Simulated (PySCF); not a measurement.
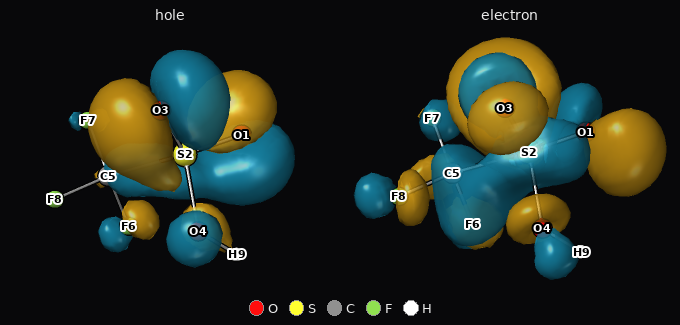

*CHF$_{3}$O$_{3}$S, SMILES `O=S(=O)(O)C(F)(F)F`. Leading natural transition orbital pair of S₂ (TDA singlet states); the surfaces enclose about 85 % of each orbital's density.*

Level of theory: ωB97X/6-31+G* (PySCF), at a geometry from GFN2-xTB. No frequency check shows the geometry to be a minimum. GFN2-xTB bond lengths at metals and heavier atoms can be off by up to 0.1 Å and shapes distorted, which carries into these values.

Geometry (Å), atoms numbered from 1:

```
O1       1.2762    0.0323   -1.3949
S2       0.8647    0.1488   -0.0414
O3       1.2429    1.2504    0.7553
O4       1.1910   -1.2018    0.7167
C5      -0.9977    0.0108   -0.0045
F6      -1.3276   -1.1487   -0.5666
F7      -1.5647    0.9954   -0.6802
F8      -1.4366    0.0219    1.2422
H9       1.4303   -1.9098    0.1124
```

Where does the state lie, and where do hole and electron sit?

9.29 eV (134 nm), f = 0.008; the leading pair carries 86 %; hole on O3 (43 %), O1 (34 %) and S2 (13 %), electron on S2 (37 %), O1 (17 %) and O3 (15 %); their centroids lie 0.6 Å apart; S₃ lies within 0.1 eV of it. The HOMO–LUMO gap is 14.05 eV.

The PySCF run took 3.7 min on 1 thread of Intel(R) Xeon(R) 6975P-C (Granite Rapids) (shared host), peak memory 0.83 GiB.
